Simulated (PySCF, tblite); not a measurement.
# C₆H₁₁NSi: dynamics, then NMR shifts on frames

How do NMR shifts of C₆H₁₁NSi (`Cn1ccc(C[SiH3])c1`) change as the atoms move?

Programs: tblite 0.8.0 and PySCF 2.14.0, with density-fitted response routines of our own. Each step states its level of theory. These are calculated values for one molecule in the gas phase, unless marked as measured. Atoms are numbered from 0 throughout.

## 1. The molecule as given

19 atoms, charge 0, multiplicity 1; geometry from: GFN2-xTB.

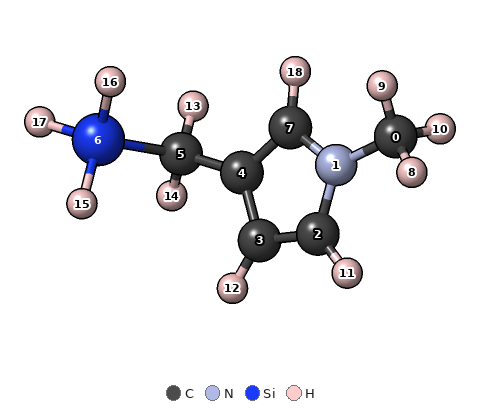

The starting geometry (carbon dark grey, nitrogen light blue, silicon blue, hydrogen pink), atoms numbered.

## 2. Dynamics with GFN2-xTB

What the job is given:

```
{"job": {"kind": "md", "xc": "GFN2-xTB", "basis": "xTB", "temperature": 300, "steps": 2000, "every": 50, "frames": 5}, "charge": 0, "multiplicity": 1}
C     -2.912535     0.599092     0.725208
N     -1.681996     0.223796     0.091827
C     -1.436148     0.234463    -1.242824
C     -0.169968    -0.237774    -1.458600
C      0.380405    -0.563480    -0.199367
C      1.753184    -1.076409     0.062259
Si     3.000888     0.358718     0.200605
C     -0.581933    -0.263125     0.730947
H     -3.474668     1.264403     0.070304
H     -2.708360     1.116609     1.663830
H     -3.529418    -0.279529     0.941383
H     -2.174887     0.579796    -1.940353
H      0.315887    -0.346595    -2.408477
H      1.756708    -1.659161     0.984916
H      2.052326    -1.745460    -0.746126
H      3.004592     1.131752    -1.041884
H      2.619198     1.227637     1.315967
H      4.337866    -0.191578     0.444036
H     -0.560944    -0.363907     1.798885
```

Level: GFN2-xTB Langevin dynamics, gas phase.

Run with:

```bash
> OMP_NUM_THREADS=1 python probes_run.py task.json out
```

This one command runs all jobs of the session in turn.

The log of the run:

```text
t/fs     T/K      E/eV
    0.0   243.7   -628.72193
   25.0   143.4   -628.36274
   50.0   168.1   -628.20258
   75.0   157.3   -628.07615
  100.0   289.6   -628.17814
  125.0   305.1   -628.23829
  150.0   227.3   -628.28898
  175.0   242.3   -628.26227
  200.0   263.5   -628.30531
  225.0   244.0   -628.21965
  250.0   284.9   -628.28650
  275.0   287.3   -628.07685
  300.0   347.1   -628.04706
  325.0   301.7   -628.12727
  350.0   343.4   -628.22630
  375.0   230.4   -628.04401
  400.0   185.6   -627.96652
  425.0   251.8   -628.07008
  450.0   382.6   -628.10039
  475.0   365.7   -627.94974
  500.0   389.2   -627.94095
  525.0   358.3   -627.89605
  550.0   369.2   -627.94028
  575.0   377.8   -628.02777
  600.0   332.3   -628.06326
  625.0   325.7   -627.97799
  650.0   309.9   -627.83078
  675.0   347.3   -628.04677
  700.0   289.2   -627.97174
  725.0   307.7   -628.07708
  750.0   275.0   -627.91378
  775.0   325.2   -628.06084
  800.0   327.1   -628.06743
  825.0   324.9   -628.08314
  850.0   305.1   -628.04330
  875.0   223.5   -628.06159
  900.0   294.6   -628.18847
  925.0   296.7   -628.15914
  950.0   259.5   -628.10509
  975.0   235.1   -628.09526
 1000.0   367.0   -628.13417
```

Wall time 13 s (1 thread of Arm Neoverse V2, shared host).

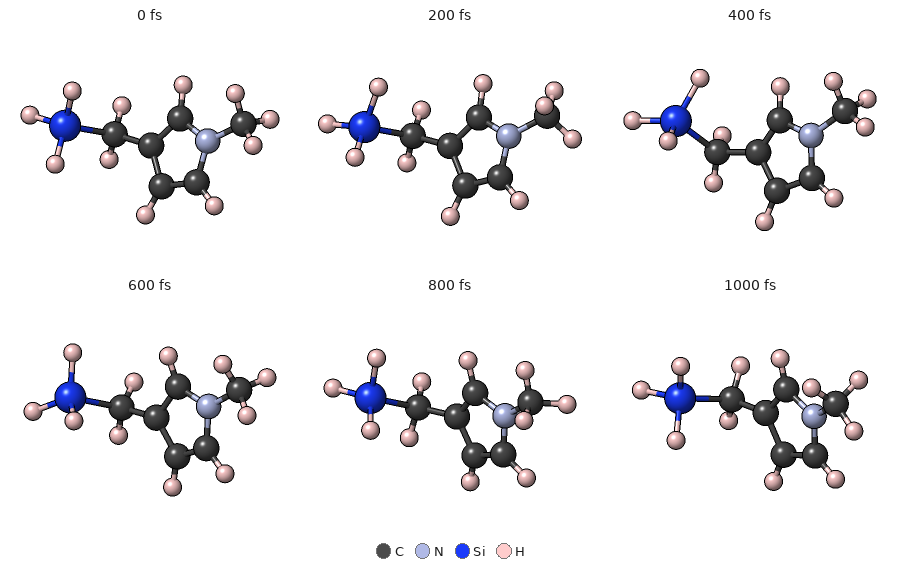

Frames of the run.

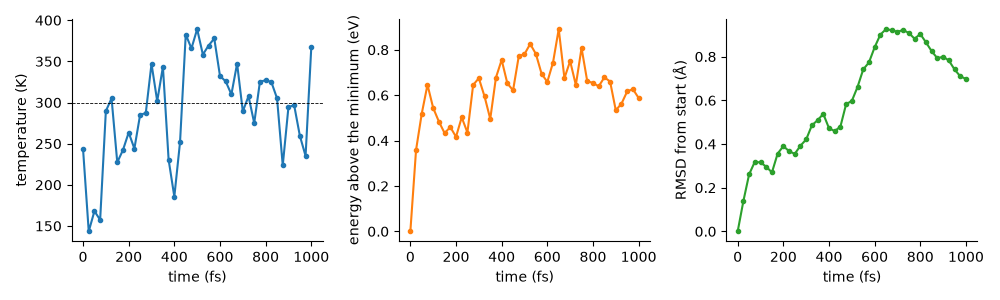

Temperature, potential energy and distance from the start.

Positions (Å) and forces (eV/Å) at 1000 fs:

```xyz
19

C    -2.030    1.758    0.374   -0.195   -0.678   -0.127
N    -1.076    0.763   -0.075   -0.830    0.411   -0.087
C    -1.049    0.162   -1.309    2.588   -0.214    1.713
C     0.174   -0.519   -1.366   -0.819    0.940    0.885
C     0.823   -0.325   -0.092   -0.759   -0.545   -1.330
C     2.135   -0.892    0.248    0.590   -1.103    1.478
Si    3.445    0.489    0.147    0.981    0.167   -0.601
C     0.001    0.440    0.706    0.032   -0.845   -2.889
H    -1.416    2.567    0.815   -0.794    0.120   -0.584
H    -2.588    1.290    1.187   -0.339    0.226    0.194
H    -2.771    2.011   -0.440    1.117    0.141    0.874
H    -1.819    0.289   -2.006   -0.571    0.131   -0.536
H     0.570   -1.008   -2.236   -0.018   -0.160    0.240
H     2.052   -1.311    1.331    0.399    0.483   -1.632
H     2.414   -1.738   -0.430   -0.333    0.619    0.606
H     3.269    1.187   -1.198    0.202   -0.478    0.721
H     3.222    1.540    1.154    0.015   -0.195    0.002
H     4.898   -0.070    0.301   -1.215    0.419   -0.136
H     0.188    0.789    1.662   -0.050    0.561    1.210
```

## 3. Shielding tensors: 250 fs, PBE0/pcSseg-1

What the job is given:

```
{"job": {"kind": "nmr", "xc": "PBE0", "basis": "pcSseg-1", "pop": false}, "charge": 0, "multiplicity": 1}
C     -2.980900    -0.113300     0.900900
N     -1.783500    -0.571800     0.214100
C     -1.603100    -0.410700    -1.132200
C     -0.332400    -0.717000    -1.427600
C      0.377400    -0.926700    -0.232700
C      1.776800    -1.411700    -0.157400
Si     3.066100    -0.061300     0.229900
C     -0.563700    -0.838200     0.775200
H     -3.716600     0.104600     0.166000
H     -2.720800     0.788400     1.489700
H     -3.384100    -0.834100     1.543700
H     -2.528600    -0.139700    -1.642800
H      0.104200    -0.611900    -2.399600
H      1.836600    -2.221900     0.528400
H      2.073600    -1.759200    -1.106100
H      2.876200     1.257900    -0.439100
H      2.861500     0.289500     1.656200
H      4.445600    -0.625800    -0.039700
H     -0.408500    -0.964300     1.830800
```

Level: GIAO PBE0/pcSseg-1 NMR shielding, non-relativistic, gas phase.

The log of the run:

```text
coarse grid: 16024 points
cycle   1  E = -578.8479281951  dE =  1.258e+00  |g| = 4.701e-01  |ddm| = 4.011e+00
cycle   2  E = -578.7994235575  dE =  4.850e-02  |g| = 6.476e-01  |ddm| = 1.220e+00
cycle   3  E = -578.9036027466  dE = -1.042e-01  |g| = 1.354e-01  |ddm| = 7.655e-01
cycle   4  E = -578.9078136970  dE = -4.211e-03  |g| = 3.368e-02  |ddm| = 1.550e-01
cycle   5  E = -578.9080762510  dE = -2.626e-04  |g| = 8.062e-03  |ddm| = 4.080e-02
cycle   6  E = -578.9080892209  dE = -1.297e-05  |g| = 2.689e-03  |ddm| = 8.934e-03
cycle   7  E = -578.9080906919  dE = -1.471e-06  |g| = 4.982e-04  |ddm| = 2.160e-03
final grid: 149264 points
cycle   8  E = -578.9535025911  dE = -3.966e-05  |g| = 7.522e-03  |ddm| = 3.599e-02
cycle   9  E = -578.9535007717  dE =  1.819e-06  |g| = 8.000e-03  |ddm| = 1.742e-02
cycle  10  E = -578.9535175663  dE = -1.679e-05  |g| = 7.948e-04  |ddm| = 9.261e-03
cycle  11  E = -578.9535176875  dE = -1.212e-07  |g| = 2.313e-04  |ddm| = 6.866e-04
cycle  12  E = -578.9535176968  dE = -9.270e-09  |g| = 6.833e-05  |ddm| = 1.747e-04
cycle  13  E = -578.9535176976  dE = -8.315e-10  |g| = 3.537e-05  |ddm| = 9.276e-05
cycle  14  E = -578.9535176979  dE = -3.033e-10  |g| = 5.976e-06  |ddm| = 3.893e-05
converged SCF energy = -578.9535176979

GIAO shielding tensors (ppm)
atom      isotropic    diamagn.    paramagn.     s11        s22        s33       span
  0 C      150.135     243.092     -92.957    126.454    132.247    191.702     65.248
  1 N       89.888     336.684    -246.796    -15.989    112.023    173.631    189.620
  2 C       58.723     256.554    -197.831     -6.849     67.049    115.967    122.816
  3 C       78.917     254.280    -175.362     11.792     72.154    152.806    141.014
  4 C       60.026     261.284    -201.257    -13.092     41.055    152.116    165.208
  5 C      180.646     247.227     -66.580    166.028    169.979    205.932     39.904
  6 Si     416.533     878.677    -462.144    372.116    400.340    477.143    105.027
  7 C       62.938     255.131    -192.193    -11.591     69.522    130.884    142.475
  8 H       28.965      29.656      -0.691     24.019     28.364     34.511     10.493
  9 H       27.728      29.137      -1.408     22.600     25.883     34.702     12.102
 10 H       29.052      28.792       0.260     24.665     27.041     35.449     10.784
 11 H       25.230      33.054      -7.824     21.754     25.722     28.214      6.460
 12 H       26.063      33.819      -7.756     23.110     27.136     27.942      4.831
 13 H       30.089      29.949       0.140     24.369     29.199     36.699     12.329
 14 H       30.444      31.243      -0.799     24.878     30.357     36.096     11.217
 15 H       27.468      28.864      -1.396     24.380     26.425     31.598      7.218
 16 H       27.467      29.064      -1.597     23.863     26.396     32.141      8.278
 17 H       27.000      27.308      -0.308     23.807     24.307     32.885      9.078
 18 H       25.071      35.256     -10.185     21.618     25.231     28.363      6.745
```

It took 32 s on 1 thread of Arm Neoverse V2, shared host; peak memory 0.88 GiB.

The references, computed at this level on geometries of the same kind, shield at (ppm): ¹H TMS 31.72, ¹³C TMS 186.9, ²⁹Si TMS 349.2, ¹⁵N NH3 267.7. Their shielding less the atom's gives the shift. The references are single molecules in the gas phase, so shifts against H2O, NH3, PH3, H3PO4 or CFCl3 are not on the usual liquid scales and can be off by tens of ppm. Each atom is listed at this fixed geometry, with no averaging over motion; a spectrum would average atoms that exchange fast.

| atoms | environment | σ (ppm) | δ (ppm) |
| --- | --- | --- | --- |
| C2 | aromatic CH next to a ring nitrogen | 58.7 | 128.2 |
| C4 | substituted aromatic carbon | 60.0 | 126.9 |
| C7 | aromatic CH next to a ring nitrogen | 62.9 | 124.0 |
| C3 | aromatic CH | 78.9 | 108.0 |
| C0 | methyl carbon bonded to N | 150.1 | 36.8 |
| C5 | sp3 CH2 bonded to Si, on an aromatic ring | 180.6 | 6.3 |
| H18 | hydrogen on an aromatic CH next to a ring nitrogen | 25.07 | 6.65 |
| H11 | hydrogen on an aromatic CH next to a ring nitrogen | 25.23 | 6.49 |
| H12 | hydrogen on an aromatic CH | 26.06 | 5.65 |
| H17 | hydrogen on a silicon bonded to C | 27.00 | 4.72 |
| H16 | hydrogen on a silicon bonded to C | 27.47 | 4.25 |
| H15 | hydrogen on a silicon bonded to C | 27.47 | 4.25 |
| H9 | hydrogen on a methyl carbon bonded to N | 27.73 | 3.99 |
| H8 | hydrogen on a methyl carbon bonded to N | 28.96 | 2.75 |
| H10 | hydrogen on a methyl carbon bonded to N | 29.05 | 2.67 |
| H13 | hydrogen on an sp3 CH2 bonded to Si, on an aromatic ring | 30.09 | 1.63 |
| H14 | hydrogen on an sp3 CH2 bonded to Si, on an aromatic ring | 30.44 | 1.27 |
| N1 | pyrrole-type ring nitrogen | 89.9 | 177.8 |
| Si6 | silicon bonded to C, 3 H | 416.5 | -67.4 |

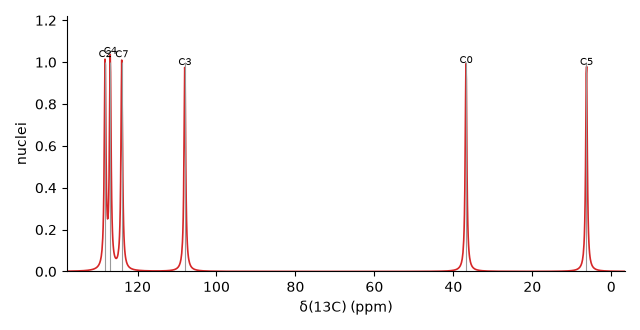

¹³C lines at the computed shifts, without couplings. Lines are broadened to a width of 0.49 ppm (Lorentzian).

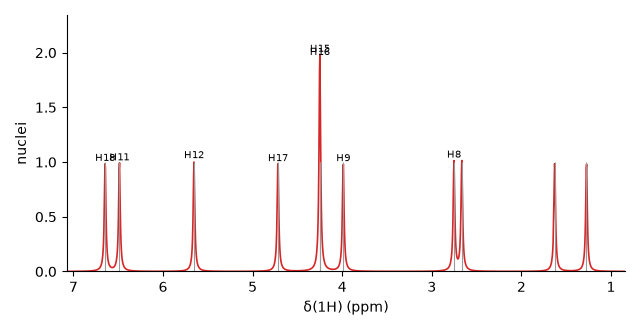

¹H lines at the computed shifts, without couplings. Lines are broadened to a width of 0.02 ppm (Lorentzian).

Ring of atoms N1, C2, C3, C4, C7: NICS(0) -13.1, NICS(1) -10.4, NICS(1)zz -27.0 ppm (means of both faces).

Orbitals, density, ELF and potential are computed afterwards from the orbital file.

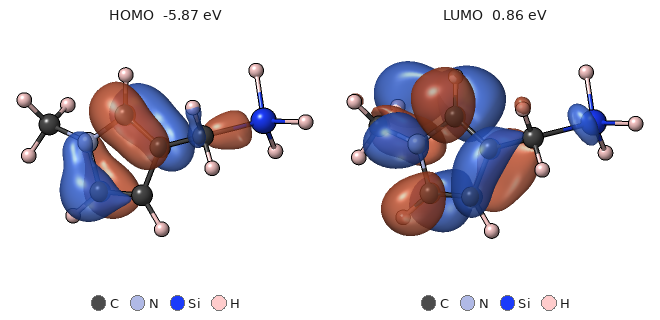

Frontier orbitals at PBE0/pcSseg-1; each surface holds 70 % of the orbital's density, blue and red mark the sign.

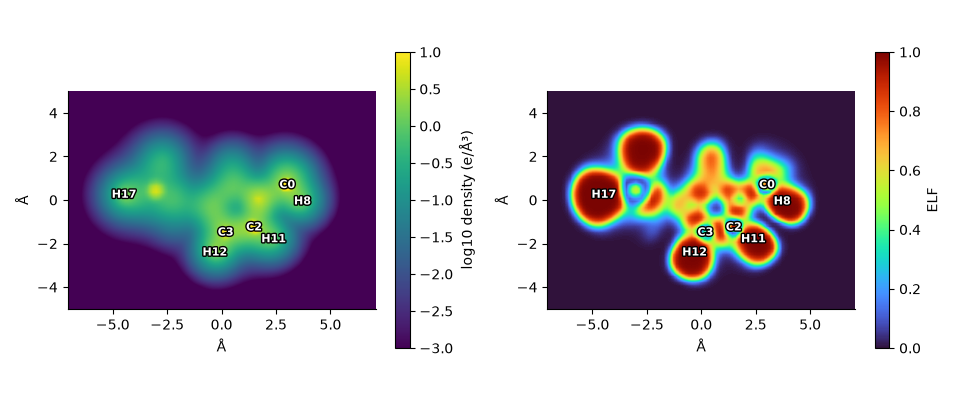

Density (left) and ELF (right) in a plane through or near 7 of the atoms.

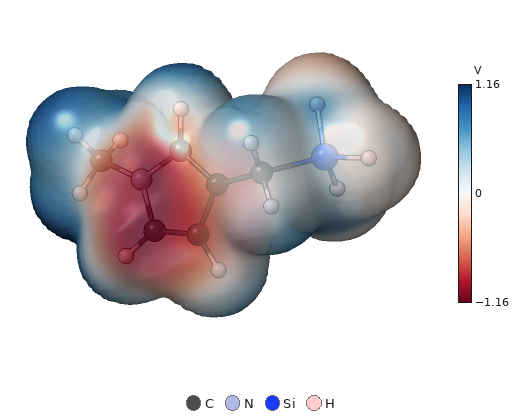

Electrostatic potential on the surface of density 0.002 e/bohr³; red is low, blue high. It runs, from the 1st to the 99th percentile, from -1.07 V near C3 to 1.16 V near H8.

## 4. NMR shieldings: 425 fs, PBE0/pcSseg-1

What the job is given:

```
{"job": {"kind": "nmr", "xc": "PBE0", "basis": "pcSseg-1", "pop": false}, "charge": 0, "multiplicity": 1}
C     -2.533800    -0.050500     1.342800
N     -1.470700    -0.606800     0.502400
C     -1.548800    -0.556700    -0.854700
C     -0.349200    -0.976100    -1.342600
C      0.518100    -1.202100    -0.235600
C      1.964300    -1.729900    -0.179700
Si     3.049400    -0.375500     0.595700
C     -0.216900    -0.932700     0.877500
H     -3.319800     0.477500     0.765900
H     -2.121300     0.586300     2.089700
H     -3.102500    -0.797000     2.001800
H     -2.448900    -0.340500    -1.409300
H     -0.150200    -1.187400    -2.365500
H      2.003400    -2.808200     0.240000
H      2.272700    -1.854300    -1.235100
H      3.060900     0.834300    -0.241300
H      2.901900     0.139100     1.884800
H      4.386200    -0.916200     0.729500
H      0.075800    -0.867300     1.907900
```

Level: GIAO PBE0/pcSseg-1 NMR shielding, non-relativistic, gas phase.

The log of the run:

```text
coarse grid: 16024 points
cycle   1  E = -578.8465768135  dE =  1.153e+00  |g| = 4.340e-01  |ddm| = 3.982e+00
cycle   2  E = -578.8098735603  dE =  3.670e-02  |g| = 5.878e-01  |ddm| = 1.094e+00
cycle   3  E = -578.8946062744  dE = -8.473e-02  |g| = 1.224e-01  |ddm| = 6.839e-01
cycle   4  E = -578.8979977951  dE = -3.392e-03  |g| = 3.474e-02  |ddm| = 1.372e-01
cycle   5  E = -578.8982870769  dE = -2.893e-04  |g| = 6.279e-03  |ddm| = 3.870e-02
cycle   6  E = -578.8982948532  dE = -7.776e-06  |g| = 2.702e-03  |ddm| = 7.883e-03
final grid: 149264 points
cycle   7  E = -578.9434063886  dE = -3.171e-05  |g| = 8.169e-03  |ddm| = 3.348e-02
cycle   8  E = -578.9433980894  dE =  8.299e-06  |g| = 1.018e-02  |ddm| = 1.903e-02
cycle   9  E = -578.9434234951  dE = -2.541e-05  |g| = 9.170e-04  |ddm| = 1.043e-02
cycle  10  E = -578.9434236747  dE = -1.796e-07  |g| = 2.088e-04  |ddm| = 7.919e-04
cycle  11  E = -578.9434236834  dE = -8.735e-09  |g| = 7.228e-05  |ddm| = 2.377e-04
cycle  12  E = -578.9434236846  dE = -1.148e-09  |g| = 2.739e-05  |ddm| = 9.836e-05
cycle  13  E = -578.9434236848  dE = -1.917e-10  |g| = 4.185e-06  |ddm| = 3.194e-05
converged SCF energy = -578.9434236848

GIAO shielding tensors (ppm)
atom      isotropic    diamagn.    paramagn.     s11        s22        s33       span
  0 C      147.121     240.229     -93.107    121.126    129.604    190.634     69.508
  1 N       98.255     333.451    -235.196      3.302    113.099    178.364    175.062
  2 C       60.058     256.070    -196.011    -16.089     72.352    123.913    140.002
  3 C       71.985     251.475    -179.490     -3.065     68.156    150.864    153.929
  4 C       60.278     264.905    -204.627     -8.626     40.331    149.127    157.753
  5 C      171.196     248.187     -76.991    153.356    169.444    190.789     37.432
  6 Si     432.391     877.607    -445.216    372.092    418.140    506.940    134.848
  7 C       64.479     256.917    -192.438    -11.245     74.522    130.161    141.407
  8 H       27.808      27.743       0.065     22.789     26.648     33.988     11.199
  9 H       28.604      30.375      -1.771     23.658     27.238     34.917     11.259
 10 H       27.089      25.108       1.981     23.081     24.372     33.814     10.733
 11 H       25.048      32.344      -7.296     21.960     26.471     26.712      4.753
 12 H       25.818      33.944      -8.126     23.294     26.819     27.340      4.045
 13 H       27.779      26.437       1.342     23.014     25.767     34.555     11.542
 14 H       29.122      29.610      -0.488     24.340     28.526     34.500     10.160
 15 H       27.967      28.251      -0.284     24.312     26.480     33.109      8.797
 16 H       28.592      29.770      -1.178     24.665     27.585     33.526      8.861
 17 H       27.946      27.560       0.386     24.154     25.348     34.336     10.182
 18 H       25.266      35.415     -10.149     21.601     24.876     29.320      7.719
```

It took 23 s on 1 thread of Arm Neoverse V2, shared host; peak memory 0.89 GiB.

In short: δ C2 126.9, C4 126.6, C7 122.4, C3 114.9, H11 6.67, H18 6.45 ppm.

## 5. Shielding tensors: 625 fs, PBE0/pcSseg-1

What the job is given:

```
{"job": {"kind": "nmr", "xc": "PBE0", "basis": "pcSseg-1", "pop": false}, "charge": 0, "multiplicity": 1}
C     -2.224600     0.964300     1.137100
N     -1.173600     0.193000     0.548000
C     -1.220600    -0.197000    -0.720200
C      0.044400    -0.758900    -1.009300
C      0.778800    -0.816800     0.198300
C      2.167700    -1.406900     0.274600
Si     3.376900     0.000900     0.522100
C      0.064000    -0.069200     1.086600
H     -2.741000     0.351600     1.893600
H     -2.894500     1.410500     0.338000
H     -1.676800     1.734000     1.657000
H     -2.029100    -0.129400    -1.388400
H      0.354000    -1.265700    -1.971500
H      2.227700    -2.146700     1.021400
H      2.320300    -1.983400    -0.586900
H      2.924300     1.274900    -0.136700
H      3.637800     0.492500     1.929400
H      4.640000    -0.614500     0.060400
H      0.154800     0.073300     2.177600
```

Level: GIAO PBE0/pcSseg-1 NMR shielding, non-relativistic, gas phase.

The log of the run:

```text
coarse grid: 16024 points
cycle   1  E = -578.8393060378  dE =  1.208e+00  |g| = 4.477e-01  |ddm| = 3.998e+00
cycle   2  E = -578.7975555539  dE =  4.175e-02  |g| = 6.096e-01  |ddm| = 1.215e+00
cycle   3  E = -578.8905363877  dE = -9.298e-02  |g| = 1.296e-01  |ddm| = 7.384e-01
cycle   4  E = -578.8943839827  dE = -3.848e-03  |g| = 3.350e-02  |ddm| = 1.511e-01
cycle   5  E = -578.8946479775  dE = -2.640e-04  |g| = 7.518e-03  |ddm| = 4.198e-02
cycle   6  E = -578.8946588007  dE = -1.082e-05  |g| = 2.656e-03  |ddm| = 8.681e-03
cycle   7  E = -578.8946602736  dE = -1.473e-06  |g| = 3.924e-04  |ddm| = 2.122e-03
final grid: 149264 points
cycle   8  E = -578.9400387607  dE = -3.651e-05  |g| = 7.372e-03  |ddm| = 3.259e-02
cycle   9  E = -578.9400360670  dE =  2.694e-06  |g| = 8.113e-03  |ddm| = 1.791e-02
cycle  10  E = -578.9400532789  dE = -1.721e-05  |g| = 8.314e-04  |ddm| = 9.711e-03
cycle  11  E = -578.9400534147  dE = -1.358e-07  |g| = 2.506e-04  |ddm| = 8.287e-04
cycle  12  E = -578.9400534263  dE = -1.160e-08  |g| = 7.966e-05  |ddm| = 2.396e-04
cycle  13  E = -578.9400534277  dE = -1.371e-09  |g| = 3.267e-05  |ddm| = 1.096e-04
cycle  14  E = -578.9400534280  dE = -2.597e-10  |g| = 7.413e-06  |ddm| = 3.780e-05
converged SCF energy = -578.9400534280

GIAO shielding tensors (ppm)
atom      isotropic    diamagn.    paramagn.     s11        s22        s33       span
  0 C      146.660     246.068     -99.408    121.028    134.653    184.300     63.272
  1 N       91.730     335.910    -244.180     -7.966     98.991    184.165    192.130
  2 C       57.348     256.796    -199.449    -25.938     67.846    130.135    156.074
  3 C       61.754     256.854    -195.100    -12.086     69.211    128.136    140.222
  4 C       51.894     264.443    -212.549    -19.046     17.856    156.873    175.919
  5 C      181.447     252.169     -70.722    161.462    175.810    207.069     45.606
  6 Si     414.718     877.037    -462.318    336.573    421.265    486.318    149.745
  7 C       72.010     255.055    -183.045     12.512     78.730    124.789    112.277
  8 H       27.407      27.733      -0.326     22.967     25.391     33.863     10.897
  9 H       27.009      27.672      -0.663     21.964     26.343     32.720     10.756
 10 H       27.803      29.997      -2.193     22.182     27.594     33.634     11.452
 11 H       25.081      34.272      -9.191     22.743     25.520     26.981      4.238
 12 H       24.749      32.996      -8.247     22.015     25.578     26.653      4.638
 13 H       30.655      30.717      -0.062     26.454     28.405     37.105     10.651
 14 H       30.756      32.824      -2.067     25.252     30.254     36.762     11.509
 15 H       27.340      27.673      -0.333     24.063     26.978     30.980      6.917
 16 H       26.953      27.376      -0.424     24.081     25.252     31.525      7.444
 17 H       27.128      26.720       0.408     23.171     24.698     33.516     10.345
 18 H       25.184      33.902      -8.717     21.238     25.946     28.368      7.131
```

It took 24 s on 1 thread of Arm Neoverse V2, shared host; peak memory 0.89 GiB.

Key values: δ C4 135.0, C2 129.6, C3 125.2, C7 114.9, H12 6.97, H11 6.64 ppm.

(Part 1 of 2 ends here.)
